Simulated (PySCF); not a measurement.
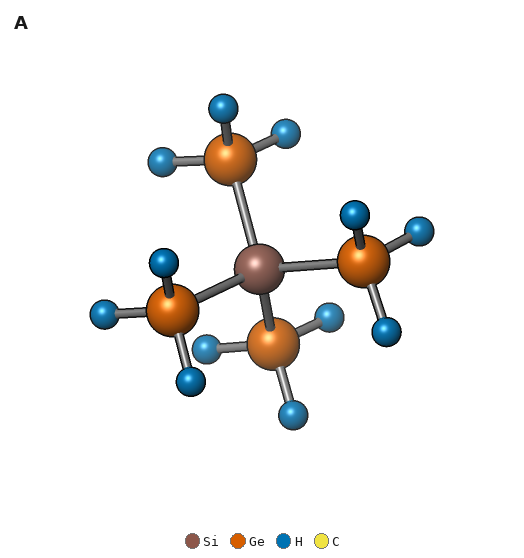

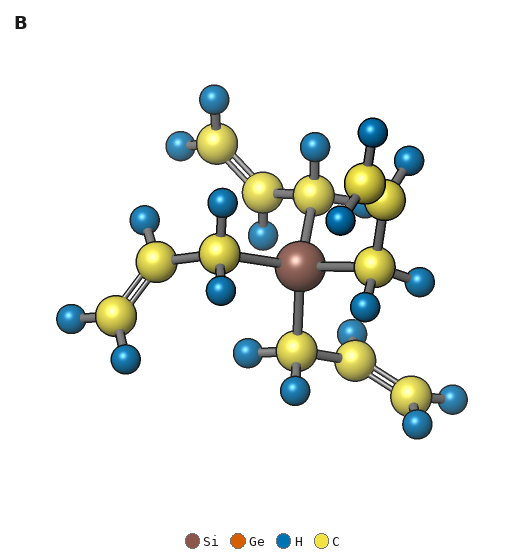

Two related species, optimised with PBE0-D3(BJ)/def2-SVP; properties computed with PySCF 2.14.0. Both: charge 0, singlet.

Identify both.

A is Si(GeH3)4, B is Si(eta1-allyl)4 (C=CC[Si](CC=C)(CC=C)CC=C).

Compare them. With ωB97X-D/def2-SVPD: dipole moment (D), HOMO–LUMO gap (eV), HOMO energy (Kohn–Sham orbital) (eV), lowest vertical singlet excitation (eV), mean static polarisability (bohr³).

| quantity | A | B |
| --- | --- | --- |
| dipole moment (D) | 0.04 | 0.37 |
| HOMO–LUMO gap (eV) | 10.85 | 10.30 |
| HOMO energy (Kohn–Sham orbital) (eV) | −9.58 | −8.58 |
| lowest vertical singlet excitation (eV) | 6.64 | 6.52 |
| mean static polarisability (bohr³) | 169.2 | 173.6 |

Each is one conformer, and no frequency run is at hand to confirm it as a minimum.
